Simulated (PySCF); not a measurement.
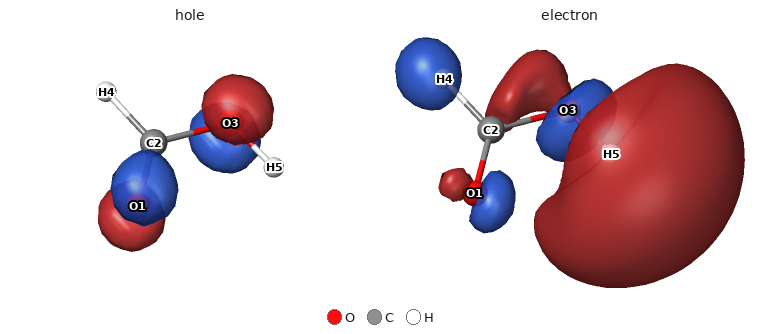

*CH₂O₂, SMILES `O=CO`. Leading natural transition orbital pair of S₃ (TDA singlet states); the surfaces enclose about 70 % of each orbital's density.*

Level of theory: B3LYP/def2-TZVP (PySCF), at a geometry from GFN2-xTB. No frequency check shows the geometry to be a minimum. Without diffuse functions Rydberg states are missing, so the states' numbers hold for this basis only.

Input

```python
import numpy as np
from pyscf import gto, scf, dft, tdscf
from pyscf.scf import atom_ks, atom_hf
from scipy.linalg import block_diag

def solve(mol, dm0=None, hcore=None):
    mf = (dft.UKS if mol.spin else dft.RKS)(mol, xc='b3lyp')
    mf.grids.level = 3
    mf = mf.density_fit(auxbasis='def2-universal-jkfit')
    mf.conv_tol, mf.max_cycle = 1e-8, 80
    if hcore is not None:
        mf.get_hcore = lambda *args: hcore
    mf.kernel(dm0)
    if not mf.converged:
        mf = mf.newton().run(mf.mo_coeff, mf.mo_occ, max_cycle=30)
    assert mf.converged, 'SCF not converged'
    return mf

mol = gto.M(atom='''
O      1.12837     0.26266     0.00000
C      0.13115    -0.39164     0.00000
O     -1.10206     0.08531     0.00000
H      0.10023    -1.49182     0.00000
H     -1.09753     1.05798     0.00000
''', basis='def2-tzvp', charge=0, spin=0, verbose=4)
mf = solve(mol)
td = mf.TDA()
td.nstates, td.singlet, td.conv_tol = 5, True, 1e-5
td.kernel()
td.analyze()
x, y = np.array([p[0] for p in td.xy]), np.array([p[1] + 0 * p[0] for p in td.xy])
f, mu = td.oscillator_strength(), td.transition_dipole()
nto = [td.get_nto(state=i + 1, verbose=4) for i in range(len(td.e))]
# spherically averaged free atoms, for the promolecule
atm = atom_ks.get_atm_nrks(mol, xc='b3lyp')
pro = block_diag(*[(atm[a[0]][2] * atm[a[0]][3]) @ atm[a[0]][2].T for a in mol._atom])
np.savez('result.npz', e=td.e, f=f, ok=td.converged, w=[n[0] for n in nto], nto=[n[1] for n in nto], x=x, y=y, c=mf.mo_coeff, occ=mf.mo_occ, eps=mf.mo_energy, pro=pro, mu=mu)
```

Run with:

```sh
OMP_NUM_THREADS=1 python input.py
```

The run took 82 s on 1 thread of Arm Neoverse V1, on a shared host, peak memory 0.48 GiB.

Q: Give its energy and the atoms that hole and electron lie on.

A: 8.69 eV (143 nm), f = 0.002; the leading pair carries 100 %; hole on O3 (46 %), O1 (40 %) and C2 (11 %), electron on H5 (60 %), O3 (24 %) and C2 (8 %); their centroids lie 1.5 Å apart. In canonical orbitals it is mainly HOMO−1 → LUMO+1 (99 %). The HOMO–LUMO gap is 7.92 eV.
